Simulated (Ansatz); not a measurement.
Partial pair distribution functions of a relaxed model of amorphous La$_{36}$O$_{54}$, broadened by 0.06 Å; density 6.21 g/cm³. Calculation: PBE, scalar-relativistic without spin-orbit coupling (plane waves to 420 eV, PAW; Ansatz, a program for electronic structure).

Preparation: random packing, a CHGNet melt and quench, and a DFT relaxation. O atoms were pushed apart under 1.9 Å during the dynamics, to hinder bonds among them. The hot cell started wider than the set density and was brought back towards it in steps. It is the lowest in DFT energy of 4 quenches. It is a model cell: composition and starting density were chosen by hand, and all elements were melted together. No dispersion term was used. Its density started from a set value of 5.84 and ended at 6.21 g/cm³. The simulated quench (nominally 70 K/ps over its main leg) is rapid and tends to freeze in more defects than a deposited or slowly cooled glass has. Values belong to this one cell and scatter from quench to quench. The volume was free in the relaxation, at fixed shape. Stress components on the final sampling reach 1.6 GPa.

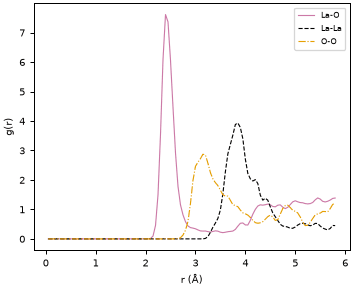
*Partial pair distribution functions*

Highest peaks under 4.5 Å: La-O near 2.40 Å, La-La near 3.85 Å, O-O near 3.15 Å; pairs of few atoms are noisy.

Within 3.14 Å each La has 6.25 O neighbours on average.
